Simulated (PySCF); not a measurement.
# [ReO3Cl]−: other spin states and a change of charge

How does [ReO3Cl]− respond at fixed geometry? The runs cover other spin states and a change of charge. It is a constructed species; whether it can be made isn't addressed.

Program: PySCF 2.14.0. Level of theory: r2SCAN, Re def2-SVP with ECP60, O def2-SVP, Cl def2-SVP; scalar-relativistic core potentials, no spin–orbit coupling. These are calculated values, not measurements.

5 further runs of the same task are left out: 2 for a known fault of the program, 1 that didn't finish, 2 set aside as unsound or not needed. Runs told in other sessions of the task aren't counted.

**1. Starting geometry**

5 atoms, charge -1, spin multiplicity 2.

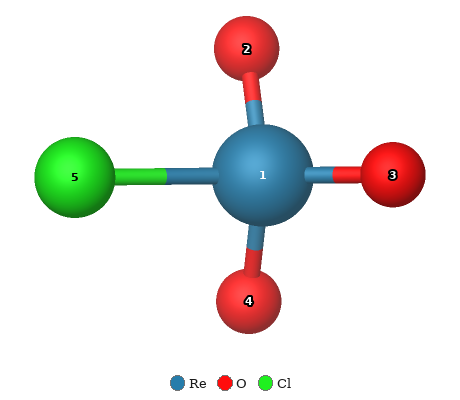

The structure; rhenium blue, oxygen red, chlorine green; atoms are numbered from 1 in the order of the file.

Geometry (Å):

```xyz
5

Re    0.00000    0.16658    0.04029
O     1.51389    0.03385    0.89312
O     0.00000    1.68216   -0.80649
O    -1.51389    0.03385    0.89312
Cl    0.00000   -2.13181   -0.73144
```

Formal oxidation states: Re +6. An earlier session relaxed this geometry at r2SCAN, Re def2-SVP with ECP60, O def2-SVP, Cl def2-SVP (doublet, point group Cs).

Its energy there is -763.971278 Eh.

**2. Multiplicity 4 at the relaxed geometry**

Input file run.py (the lines that set the calculation):

```python
mol = gto.M(atom='''
Re     0.00000     0.16658     0.04029
O      1.51389     0.03385     0.89312
O      0.00000     1.68216    -0.80649
O     -1.51389     0.03385     0.89312
Cl     0.00000    -2.13181    -0.73144''',
    basis={'Re': 'def2-SVP', 'O': 'def2-SVP', 'Cl': 'def2-SVP'},
    ecp={'Re': 'def2-SVP'},
    charge=-1, spin=3)
mf = dft.UKS(mol, xc='R2SCAN')
mf.grids.atom_grid = (50, 194)
mf = mf.density_fit()  # fitting sets: Re def2-universal-JKFIT, O def2-universal-JKFIT, Cl def2-universal-JKFIT
mf.conv_tol = 1e-08; mf.max_cycle = 55
mf.kernel(dm0)  # dm0: free metal ions and neutral atoms
```

Started as:

```console
> OMP_NUM_THREADS=2 python run.py
```

Output:

```text
init E= -791.097802248254
cycle= 1 E= -757.408565075276  delta_E= 33.7  |g|=  2.9  |ddm|= 3.97
cycle= 2 E= -660.420404168097  delta_E=   97  |g|= 7.85  |ddm|= 21.3
cycle= 3 E= -760.021948942063  delta_E= -99.6  |g|= 2.51  |ddm|= 19.9
cycle= 4 E= -755.610429934059  delta_E= 4.41  |g|= 3.79  |ddm|=  5.8
cycle= 5 E= -762.211581678433  delta_E= -6.6  |g|= 1.87  |ddm|= 3.77
cycle= 6 E= -763.165072911926  delta_E= -0.953  |g|= 1.17  |ddm|=  2.4
cycle= 7 E= -763.732926880673  delta_E= -0.568  |g|= 0.452  |ddm|= 2.09
cycle= 8 E= -763.810984623019  delta_E= -0.0781  |g|= 0.168  |ddm|= 0.28
cycle= 9 E= -763.810763186101  delta_E= 0.000221  |g|= 0.148  |ddm|= 0.402
cycle= 10 E= -763.824614775942  delta_E= -0.0139  |g|= 0.0417  |ddm|= 0.253
cycle= 11 E= -763.824940605617  delta_E= -0.000326  |g|= 0.0312  |ddm|= 0.0588
cycle= 12 E= -763.825376968966  delta_E= -0.000436  |g|= 0.0108  |ddm|= 0.0324
cycle= 13 E= -763.825456527215  delta_E= -7.96e-05  |g|= 0.00308  |ddm|= 0.0207
cycle= 14 E= -763.825470347612  delta_E= -1.38e-05  |g|= 0.00423  |ddm|= 0.0216
cycle= 15 E= -763.825475200473  delta_E= -4.85e-06  |g|= 0.00452  |ddm|= 0.00696
cycle= 16 E= -763.825468560788  delta_E= 6.64e-06  |g|= 0.00555  |ddm|= 0.00442
cycle= 17 E= -763.82542683409  delta_E= 4.17e-05  |g|= 0.00367  |ddm|= 0.0699
cycle= 18 E= -763.825402868985  delta_E= 2.4e-05  |g|= 0.00417  |ddm|= 0.0621
cycle= 19 E= -763.825398592243  delta_E= 4.28e-06  |g|= 0.00513  |ddm|= 0.00331
cycle= 20 E= -763.825394096721  delta_E= 4.5e-06  |g|= 0.00532  |ddm|= 0.0392
cycle= 21 E= -763.825406539185  delta_E= -1.24e-05  |g|= 0.00203  |ddm|= 0.00516
cycle= 22 E= -763.825408510383  delta_E= -1.97e-06  |g|= 0.000549  |ddm|= 0.00651
cycle= 23 E= -763.825408649636  delta_E= -1.39e-07  |g|= 7.79e-05  |ddm|= 0.000894
cycle= 24 E= -763.825408645735  delta_E= 3.9e-09  |g|= 7.41e-05  |ddm|= 0.00131
Extra cycle  E= -763.825408584275  delta_E= 6.15e-08  |g|= 0.000379  |ddm|= 0.000421
converged SCF energy = -763.825408584275  <S^2> = 3.7662253  2S+1 = 4.0081044
```

Run time: 7.3 s. Hardware: 2 threads of Arm Neoverse V2, shared host.

Result: E = -763.825409 Eh (+3.969 eV from the relaxed state), HOMO 1.66 eV, LUMO -1.84 eV (over both spins), ⟨S²⟩ = 3.766, Mulliken charge on Re1 +0.68 e. The highest filled level lies above zero; it isn't the detachment energy. An empty level of one spin lies below a filled level of the other.

**3. One electron removed, multiplicity 1**

run.py (the lines that set the calculation): that of step 2 with these lines changed.

```diff
@@ -8,4 +8,4 @@
     ecp={'Re': 'def2-SVP'},
-    charge=-1, spin=3)
-mf = dft.UKS(mol, xc='R2SCAN')
+    charge=0, spin=0)
+mf = dft.RKS(mol, xc='R2SCAN')
 mf.grids.atom_grid = (50, 194)
@@ -13,2 +13,2 @@
 mf.conv_tol = 1e-08; mf.max_cycle = 55
-mf.kernel(dm0)  # dm0: free metal ions and neutral atoms
+mf.kernel(dm0)  # dm0: the density of the relaxed state
```

Started as:

```console
> OMP_NUM_THREADS=2 python run.py
```

Output:

```text
init E= -763.954854505514
  HOMO = -0.0927508757533601  LUMO = 0.0375213208267795  gap/eV = 3.54489
cycle= 1 E= -763.834962029367  delta_E= 0.12  |g|= 0.364  |ddm|= 1.19
  HOMO = -0.337870884983761  LUMO = -0.282031311817223  gap/eV = 1.51947
cycle= 2 E= -763.507822509024  delta_E= 0.327  |g|= 1.28  |ddm|= 1.39
  HOMO = -0.343834020274311  LUMO = -0.232399555571624  gap/eV = 3.03229
cycle= 3 E= -763.857367444537  delta_E= -0.35  |g|= 0.279  |ddm|= 1.09
  HOMO = -0.32678902856053  LUMO = -0.212475639136148  gap/eV = 3.11063
cycle= 4 E= -763.865331854115  delta_E= -0.00796  |g|= 0.168  |ddm|= 0.28
  HOMO = -0.323375074265967  LUMO = -0.21161199257859  gap/eV = 3.04123
cycle= 5 E= -763.870932888743  delta_E= -0.0056  |g|= 0.0723  |ddm|= 0.164
  HOMO = -0.32046478146483  LUMO = -0.21095465676745  gap/eV = 2.97992
cycle= 6 E= -763.87166719186  delta_E= -0.000734  |g|= 0.0357  |ddm|= 0.0797
  HOMO = -0.322028498335038  LUMO = -0.20968498909441  gap/eV = 3.05702
cycle= 7 E= -763.872027039549  delta_E= -0.00036  |g|= 0.0017  |ddm|= 0.0393
  HOMO = -0.321965808124199  LUMO = -0.209602176091778  gap/eV = 3.05757
cycle= 8 E= -763.872027646187  delta_E= -6.07e-07  |g|= 0.000361  |ddm|= 0.00153
  HOMO = -0.321960541196272  LUMO = -0.209596275945943  gap/eV = 3.05759
cycle= 9 E= -763.872027648786  delta_E= -2.6e-09  |g|= 0.000327  |ddm|= 0.000396
  HOMO = -0.321959655040373  LUMO = -0.209596216730045  gap/eV = 3.05756
cycle= 10 E= -763.87202766853  delta_E= -1.97e-08  |g|= 0.000123  |ddm|= 0.000286
  HOMO = -0.321957398698449  LUMO = -0.209596440251427  gap/eV = 3.05750
cycle= 11 E= -763.872027671898  delta_E= -3.37e-09  |g|= 1.1e-05  |ddm|= 9.09e-05
  HOMO = -0.32195617927333  LUMO = -0.209597462851837  gap/eV = 3.05744
Extra cycle  E= -763.872027671533  delta_E= 3.66e-10  |g|= 4.09e-05  |ddm|= 5.01e-05
converged SCF energy = -763.872027671533
```

It took 2.3 s on 2 threads of Arm Neoverse V2, shared host.

Read off: E = -763.872028 Eh (+2.701 eV from the relaxed state), HOMO -8.76 eV, LUMO -5.70 eV, Mulliken charge on Re1 +1.16 e. 

**4. One electron removed, multiplicity 3**

run.py (the lines that set the calculation): that of step 3 with these lines changed.

```diff
@@ -8,4 +8,4 @@
     ecp={'Re': 'def2-SVP'},
-    charge=0, spin=0)
-mf = dft.RKS(mol, xc='R2SCAN')
+    charge=0, spin=2)
+mf = dft.UKS(mol, xc='R2SCAN')
 mf.grids.atom_grid = (50, 194)
```

Started as:

```console
> OMP_NUM_THREADS=2 python run.py
```

Output:

```text
init E= -763.971276750054
cycle= 1 E= -763.74557114746  delta_E= 0.226  |g|= 0.217  |ddm|= 0.726
cycle= 2 E= -763.54079440517  delta_E= 0.205  |g|= 0.691  |ddm|= 0.909
cycle= 3 E= -763.669197758151  delta_E= -0.128  |g|= 0.459  |ddm|= 1.03
cycle= 4 E= -763.75238354946  delta_E= -0.0832  |g|= 0.184  |ddm|= 0.644
cycle= 5 E= -763.761991890886  delta_E= -0.00961  |g|= 0.118  |ddm|= 0.374
cycle= 6 E= -763.764071176077  delta_E= -0.00208  |g|= 0.0977  |ddm|= 0.323
cycle= 7 E= -763.771057149501  delta_E= -0.00699  |g|= 0.013  |ddm|= 0.153
cycle= 8 E= -763.771096957695  delta_E= -3.98e-05  |g|= 0.012  |ddm|= 0.0261
cycle= 9 E= -763.771142797631  delta_E= -4.58e-05  |g|= 0.0103  |ddm|= 0.0178
cycle= 10 E= -763.771140194185  delta_E= 2.6e-06  |g|= 0.0111  |ddm|= 0.0119
cycle= 11 E= -763.771180483104  delta_E= -4.03e-05  |g|= 0.00765  |ddm|= 0.0184
cycle= 12 E= -763.77119949516  delta_E= -1.9e-05  |g|= 0.00651  |ddm|= 0.0273
cycle= 13 E= -763.771229188003  delta_E= -2.97e-05  |g|= 0.00139  |ddm|= 0.0379
cycle= 14 E= -763.771230644763  delta_E= -1.46e-06  |g|= 0.000984  |ddm|= 0.00581
cycle= 15 E= -763.771231622874  delta_E= -9.78e-07  |g|= 0.00043  |ddm|= 0.00786
cycle= 16 E= -763.77123183941  delta_E= -2.17e-07  |g|= 0.000256  |ddm|= 0.00635
cycle= 17 E= -763.771231862873  delta_E= -2.35e-08  |g|= 0.000138  |ddm|= 0.00107
cycle= 18 E= -763.771231875165  delta_E= -1.23e-08  |g|= 5e-05  |ddm|= 0.00115
cycle= 19 E= -763.771231876775  delta_E= -1.61e-09  |g|= 2.77e-06  |ddm|= 7.22e-05
Extra cycle  E= -763.771231876611  delta_E= 1.65e-10  |g|= 1.65e-05  |ddm|= 2.55e-05
converged SCF energy = -763.771231876611  <S^2> = 2.0138094  2S+1 = 3.0091922
```

Wall time 5.6 s (2 threads of Arm Neoverse V2, shared host).

It gives: E = -763.771232 Eh (+5.444 eV from the relaxed state), HOMO -6.10 eV, LUMO -8.40 eV (over both spins), ⟨S²⟩ = 2.014, Mulliken charge on Re1 +1.04 e. An empty level of one spin lies below a filled level of the other.

**5. Results**

| state | energy from the relaxed state (eV) | ⟨S²⟩ | time |
| --- | --- | --- | --- |
| charge -1, doublet, vacuum (relaxed) | 0 | 0.75 |  |
| charge 0, singlet, vacuum | 2.70 | 0.00 | 2.3 s |
| charge -1, quartet, vacuum | 3.97 | 3.77 | 7.3 s |
| charge 0, triplet, vacuum | 5.44 | 2.01 | 5.6 s |

An electron taken off or put on is at rest in vacuum. 

Removing an electron vertically costs 2.70 eV (singlet), against −HOMO = -0.35 eV. The quartet lies 3.97 eV above at this geometry. The bases are small and lack diffuse functions. Spin–orbit coupling is left out for this open shell, where it can reorder the states. Open shells may have lower solutions than the one found.
